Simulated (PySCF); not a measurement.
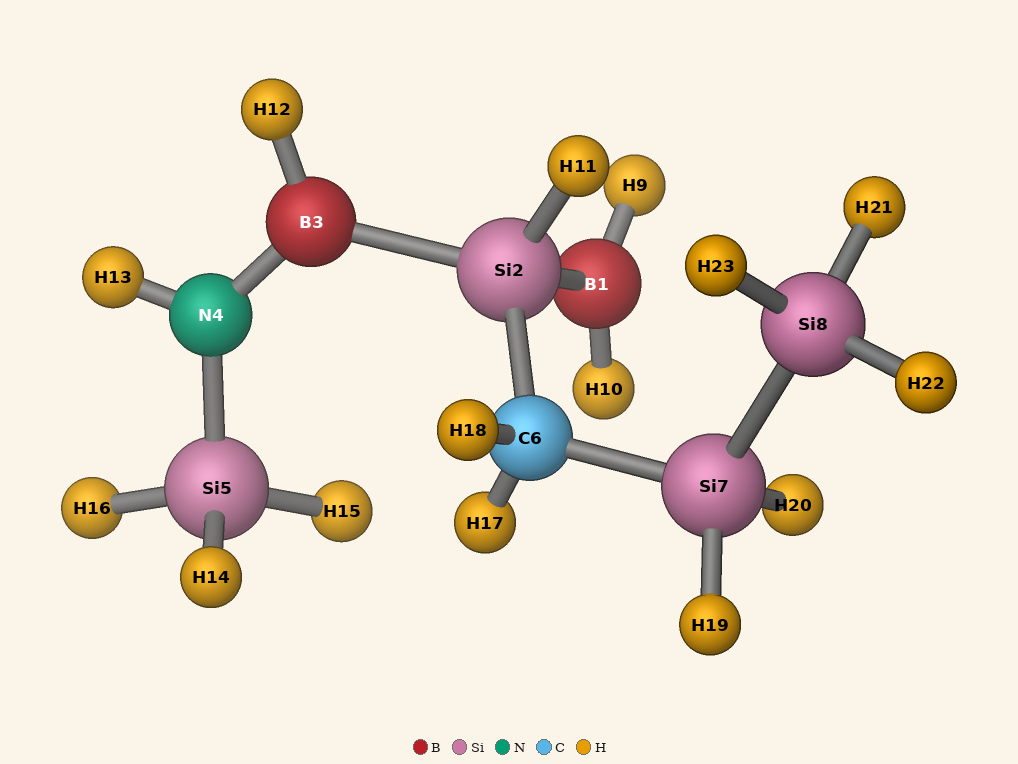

Computed geometry: GFN2-xTB optimisation. No frequency run is at hand to confirm it as a minimum. Electric field gradients from the ground-state density, PBE0/pcSseg-1 (PySCF 2.14.0), non-relativistic apart from any core potentials.

Give the largest field-gradient component, the quadrupole coupling constant and the asymmetry for 11B at B1 (Q = 40.59 mb), 11B at B3 (Q = 40.59 mb), 14N at N4 (Q = 20.44 mb), 2H at H9 (Q = 2.86 mb), 2H at H10 (Q = 2.86 mb), 2H at H11 (Q = 2.86 mb), 2H at H12 (Q = 2.86 mb).

```json
{"atom": "B1", "V_zz (a.u.)": "0.658", "e²qQ/h (MHz)": "6.28", "η": "0.02"}
{"atom": "B3", "V_zz (a.u.)": "0.435", "e²qQ/h (MHz)": "4.15", "η": "0.11"}
{"atom": "N4", "V_zz (a.u.)": "0.365", "e²qQ/h (MHz)": "1.75", "η": "0.79"}
{"atom": "H9", "V_zz (a.u.)": "0.241", "e²qQ/h (MHz)": "0.162", "η": "0.16"}
{"atom": "H10", "V_zz (a.u.)": "0.241", "e²qQ/h (MHz)": "0.162", "η": "0.16"}
{"atom": "H11", "V_zz (a.u.)": "0.144", "e²qQ/h (MHz)": "0.097", "η": "0.05"}
{"atom": "H12", "V_zz (a.u.)": "0.231", "e²qQ/h (MHz)": "0.155", "η": "0.04"}
```

The geometry is semi-empirical. Around B, Si such bond lengths and angles can be off by a tenth of an ångström or more and by several degrees, and values that hang on the shape move with them.
